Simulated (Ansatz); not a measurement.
## Electronic structure of C$_{2}$H$_{4}$ClFSi (SMILES C=C[SiH](F)Cl) in real space

| atom | x (Å) | y (Å) | z (Å) |
| --- | --- | --- | --- |
| C | 0.6924 | 0.6745 | 1.2307 |
| C | 0.6442 | 0.3977 | -0.0699 |
| Si | -0.6730 | -0.6936 | -0.7404 |
| F | -0.0392 | -1.9761 | -1.4397 |
| Cl | -1.7535 | 0.2785 | -2.1766 |
| H | -0.0309 | 0.2631 | 1.9300 |
| H | 1.4513 | 1.3233 | 1.6580 |
| H | 1.3859 | 0.8343 | -0.7349 |
| H | -1.5886 | -1.1480 | 0.3257 |

Geometry: PBE0-D4/def2-TZVP.

These are results of RKS PBE0-D4/def2-TZVPP (Ansatz 0.2.0), not measurements.

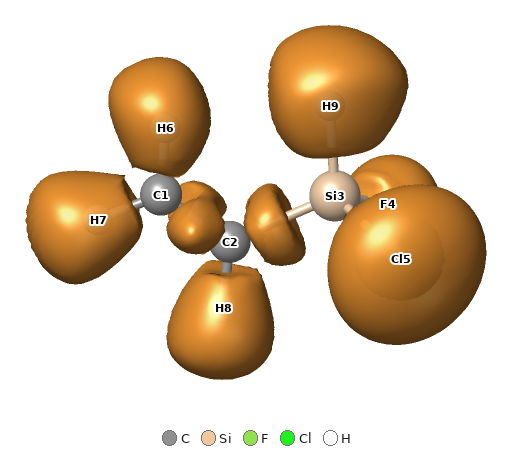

Figure 1. Isosurface of the electron localisation function at 0.75 (orange), seen across its widest extent. Core shells and regions of very low density are left out.

### What do the ELF domains correspond to?

At this value the surface marks out one region between bonded C–C atoms (shared pairs), one region between bonded C–Si atoms (shared pairs), four regions around hydrogen nuclei, one region on Cl in which the atom's valence shell and bonds are merged and one region wrapped around F (its lone pairs, merged into a ring or cap). Profiles from the grid: C–C (1.33 Å): the ELF peaks at about 0.90 between the atoms; a multiple bond. Si–F (1.59 Å): the ELF peaks at about 0.85 in the valence shell of F, 0.6 Å from its nucleus, and is about 0.55 at the midpoint.

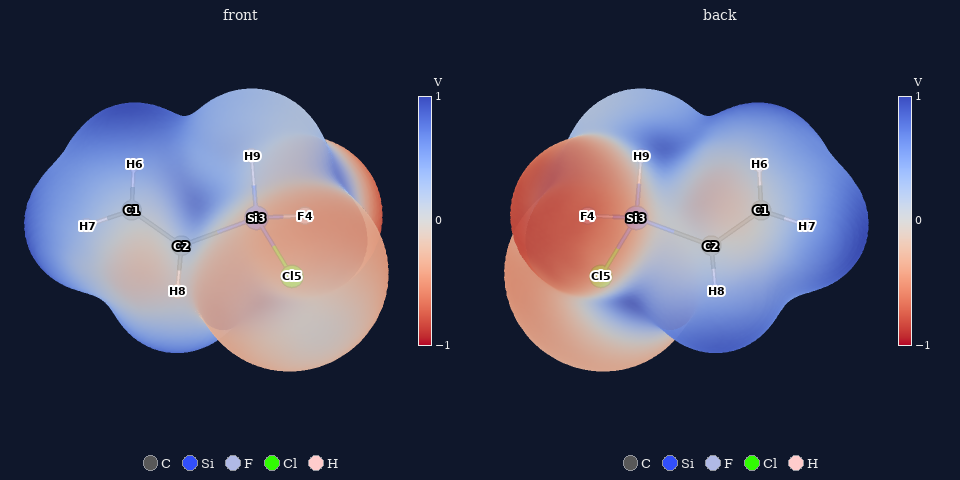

Figure 2. The molecular electrostatic potential painted on the density surface at 0.001 e/bohr³, seen from the front and from behind; red is negative and blue positive.

### Where is the surface potential most negative and most positive?

The most negative region (about −0.8 V) lies over F4, the most positive (about +1.0 V) over H6 and H7.

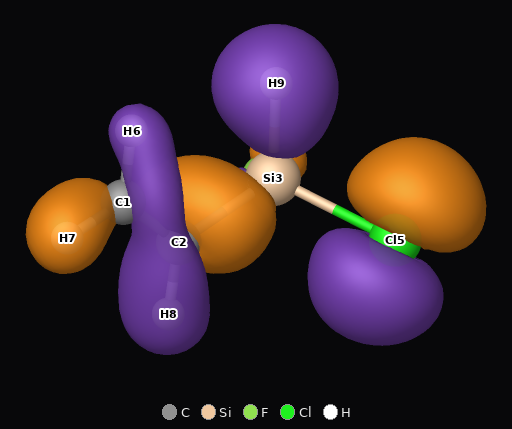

Figure 3. The HOMO−1 at ±0.1 Å⁻³ᐟ² (orange and purple are the two phases), seen at a tilt.

### Where does this orbital lie, and at what energy?

It lies mainly on Cl5 (about 40 %), C2 (about 20 %), Si3 (about 15 %), H9 (about 10 %) and C1 (about 5 %). Its energy is −9.03 eV.
